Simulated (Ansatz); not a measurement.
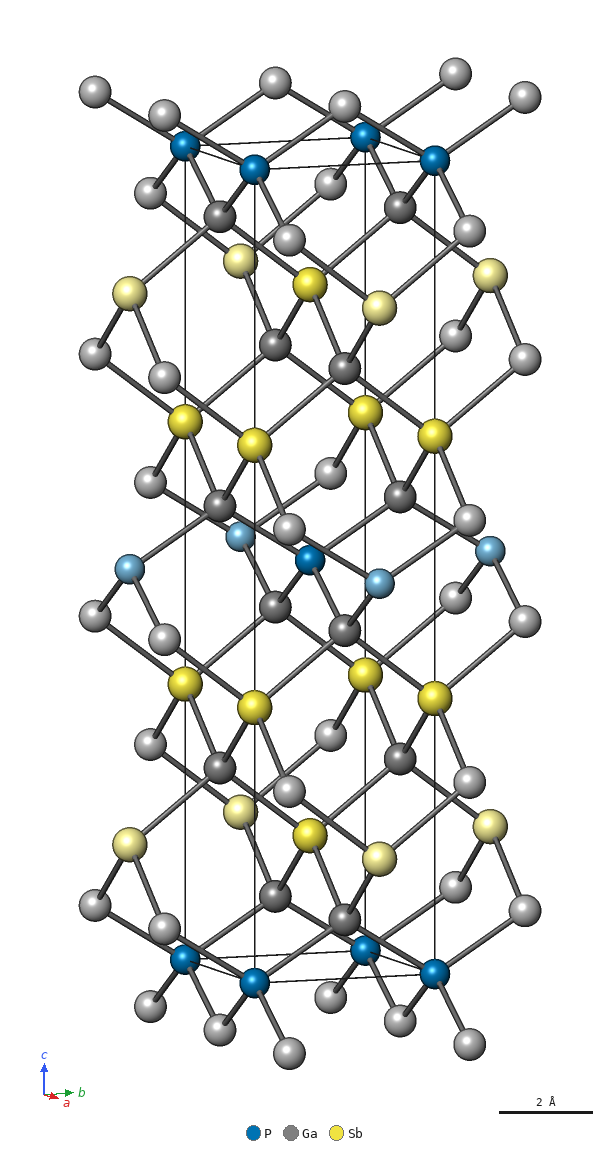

Structure drawing (ball-and-stick), viewed slightly off an axis. The edges of the conventional unit cell are marked. Atoms of adjacent cells appear where they bond to atoms in the box, in fainter colours.

Ga$_{3}$Sb$_{2}$P, space group I-4m2 (No. 119), a = 4.175 Å, b = 4.175 Å, c = 17.734 Å, α = 90.00°, β = 90.00°, γ = 90.00°. The structure comes from a structure type filled with these elements by a generator (whether the compound takes this form wasn't checked). Earlier steps of the study may have refined or changed the cell and positions. It was the input of a calculation with Ansatz.

This one geometry was computed with Ansatz (DFT, plane waves, PAW) at four levels of theory: r2SCAN, HSE06, PBE with spin-orbit coupling and PBE. It was relaxed beforehand with r2SCAN.

Which level gives the highest pressure at this volume, and what does that say about its equilibrium volume?

Highest: PBE with spin-orbit coupling (2.1 GPa) and PBE (2.1 GPa), which points to the largest equilibrium volume. Lowest, with the smallest volume: r2SCAN (0.0 GPa) and HSE06 (0.2 GPa). Levels within 0.5 GPa of each other can't be told apart.

How does the band gap change with the level of theory?

PBE: a gap of 0.09 eV, direct; PBE with spin-orbit coupling: a gap of 0.10 eV, direct; r2SCAN: a gap of 0.46 eV, direct; HSE06: a gap of 0.80 eV, direct.

Collect the results in a table.

| level | cutoff (eV) | k-mesh of the run's cell | gap (eV) | pressure (GPa) |
| --- | --- | --- | --- | --- |
| r2SCAN | 500 | 8×8×8 | 0.46 | 0.0 |
| HSE06 | 420 | 6×6×6 | 0.80 | 0.2 |
| PBE with spin-orbit coupling | 420 | 8×8×8 | 0.10 | 2.1 |
| PBE | 420 | 8×8×8 | 0.09 | 2.1 |

Gaps are taken on the k-mesh or band path of each run.
